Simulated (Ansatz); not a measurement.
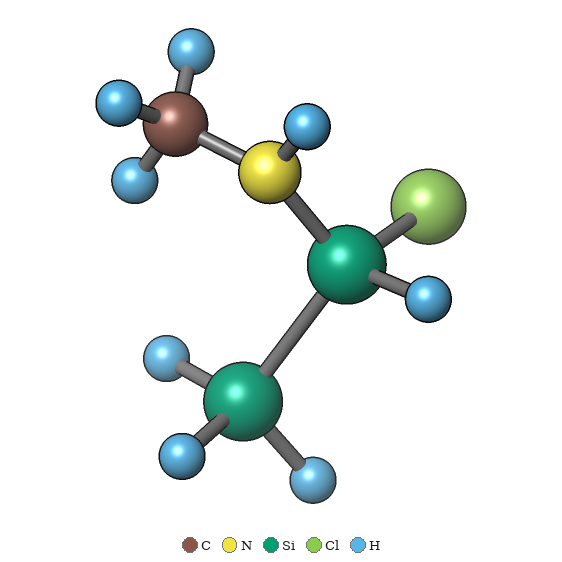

The geometry was computed by an optimisation with PBE-D4/def2-SVP. No frequency run is at hand to confirm it as a minimum. Properties computed with RKS PBE-D4/def2-SVP (Ansatz 0.2.0).

Computed properties:

The species is CH₈ClNSi₂ (`CN[Si@@H]([SiH3])Cl`).
- dipole moment: 2.26 D
- dispersion correction: −32.4 kJ/mol
